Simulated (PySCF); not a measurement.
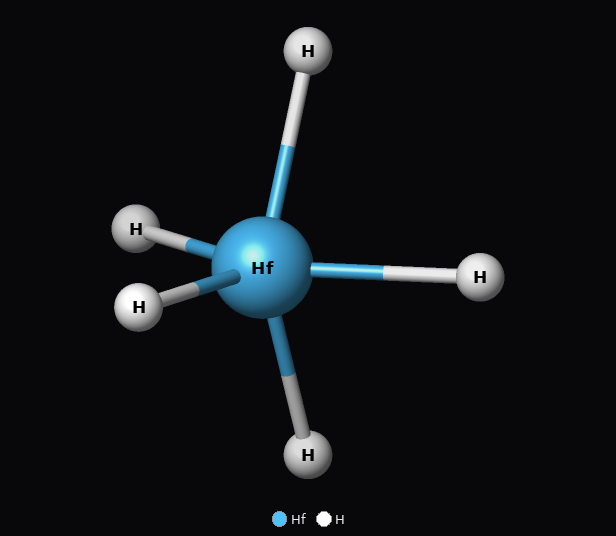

A molecule with one transition-metal atom. State: charge −1, singlet. Computed geometry: PBE0/def2-TZVPD with core potentials optimisation.

**Describe the coordination sphere.**

Hf binds 5 atoms: 5 H at 1.91–1.93 Å.

**Give the formal oxidation state and the d-electron count.**

Hf(IV), d⁰, counting the ligands as closed-shell ions or neutral donors.

The search tried a few shapes and spins; others may lie lower.
